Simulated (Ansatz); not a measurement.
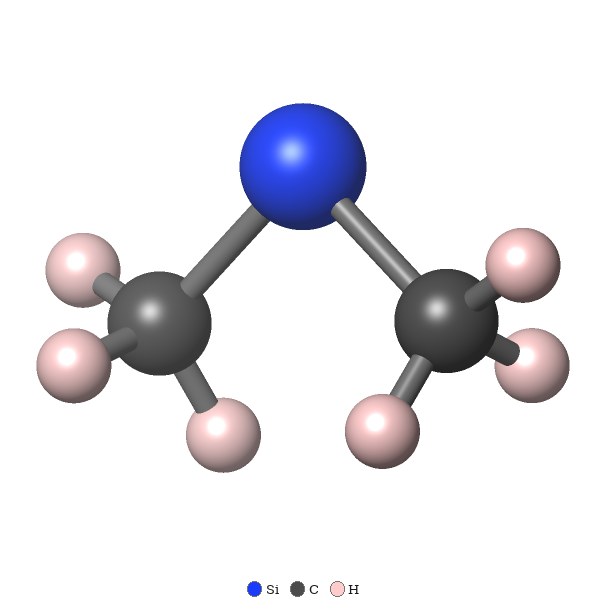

The picture shows a molecular structure as a ball-and-stick model. Every bond is drawn as one stick, whatever its order.

Give the formula.

Answer. C2H6Si, 9 atoms: 2 carbon, 6 hydrogen and 1 silicon.

What is the point group of this geometry?

Answer. C2.

How many atoms are distinct by symmetry?

Answer. 5: 1 Si, 2 C, 2 H, 2 H, 2 H.

How many bonds of each kind are drawn?

Answer. 6 C–H, 2 C–Si. Sticks follow a distance rule.

The parts below concern this one geometry. Atoms keep their numbers from picture to picture. The geometry was computed by an optimisation with PBE0-D4/def2-TZVP.

Shape

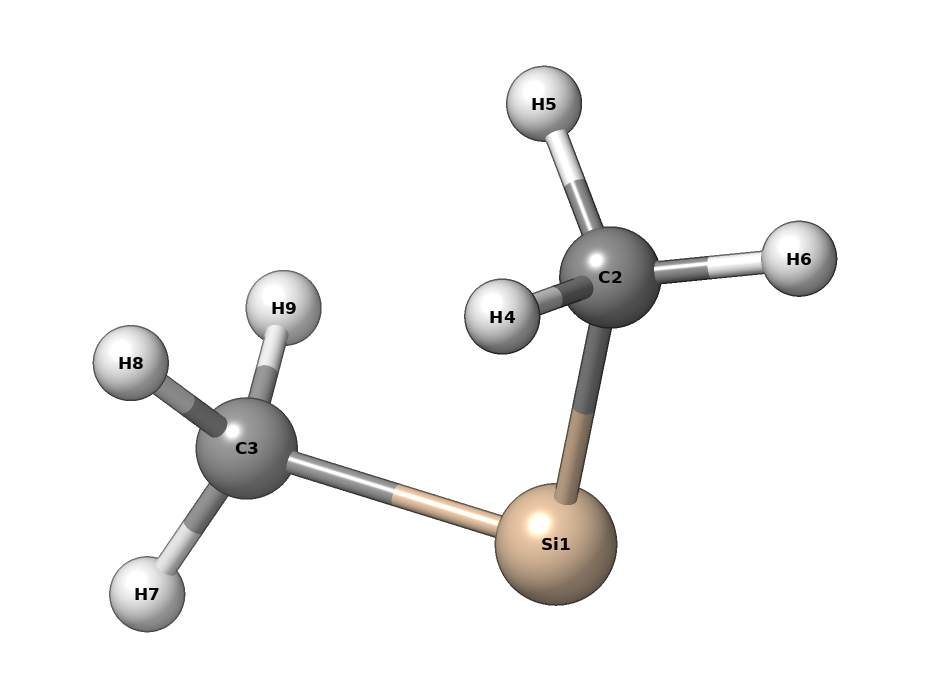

Atoms carry their numbers in the input.

List the bonds and their lengths.

```tsv
bond	length (Å)
Si1–C2	1.896
Si1–C3	1.896
C2–H4	1.101
C2–H5	1.095
C2–H6	1.091
C3–H7	1.091
C3–H8	1.095
C3–H9	1.102
```

Electronic properties

Properties computed with RKS PBE0-D4/def2-TZVPP (Ansatz 0.2.0).

Estimate the dispersion correction.

Answer. −12.2 kJ/mol.

What is the HOMO energy (Kohn–Sham orbital)?

Answer. −5.93 eV.

Estimate the HOMO–LUMO gap.

Answer. 3.89 eV.

Vibrations

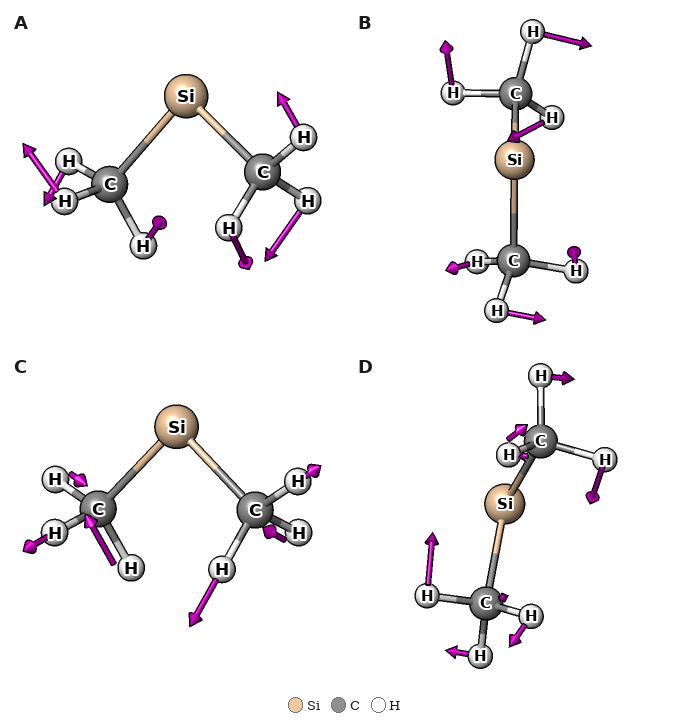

4 normal modes of one molecule or complex, as arrows. Harmonic vibrations computed with RKS PBE0-D4/def2-TZVP (Ansatz 0.2.0) at a stationary point of the same level.

Match the panels to the wavenumbers 111 cm⁻¹, 562 cm⁻¹, 1412 cm⁻¹, 3086 cm⁻¹.

Answer. A: 1412 cm⁻¹, H–C–H bending
B: 111 cm⁻¹, a torsion or out-of-plane motion in which bond lengths and bond angles hardly change
C: 3086 cm⁻¹, out-of-phase stretching of 4 C–H bonds
D: 562 cm⁻¹, H–C–Si bending

Dipole moment

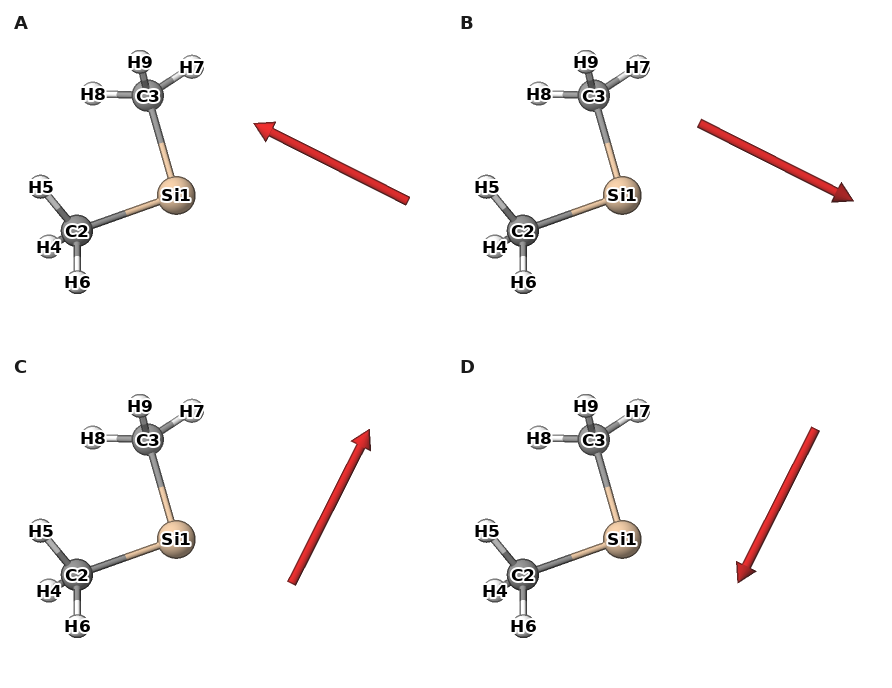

The same molecule four times, each with an arrow. Properties computed with RKS PBE0-D4/def2-TZVP (Ansatz 0.2.0).

Which arrow points along the dipole moment, from the negative to the positive end?

Answer. A. The dipole moment is 1.38 D; it points from the side of Si1 to the side of H5, H8 (the outermost atoms at the two ends).
